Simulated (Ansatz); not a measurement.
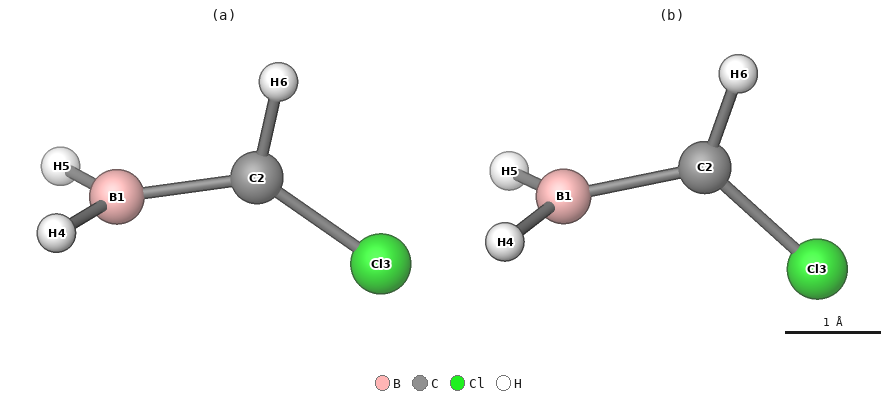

The structure of CH3BCl (charge +1) before (left) and after (right) a relaxation, at one scale.

The picture is a ball-and-stick view, seen at a tilt.

The run prepares the start of a later molecular dynamics calculation, from a guessed geometry.

Theory: Ansatz, RKS PBE-D4/def2-SVP. (no spin polarisation; force threshold 0.02 eV/Å; at most 40 steps)

> What changed between the two?

The energy falls by 2.97 kcal/mol in 6 accepted moves (7 points after the start). Largest force component: 1.3 eV/Å at the start, 0.015 eV/Å at the end. The line search rejected the trial step at point 6 of the run. H6 moves most after the best rigid fit: 0.16 Å. Largest moves by element: H 0.16 Å, Cl 0.13 Å, C 0.11 Å, B 0.02 Å. Near-neighbour distances that change, for instance: B1–H4 1.169 → 1.221 Å, B1–C2 1.492 → 1.526 Å, C2–Cl3 1.621 → 1.640 Å, C2–H6 1.104 → 1.116 Å. Among the angles between lasting bonds that change: B1–C2–Cl3 134.8° → 123.4°, B1–C2–H6 110.6° → 121.2°, H4–B1–H5 116.4° → 120.5°.
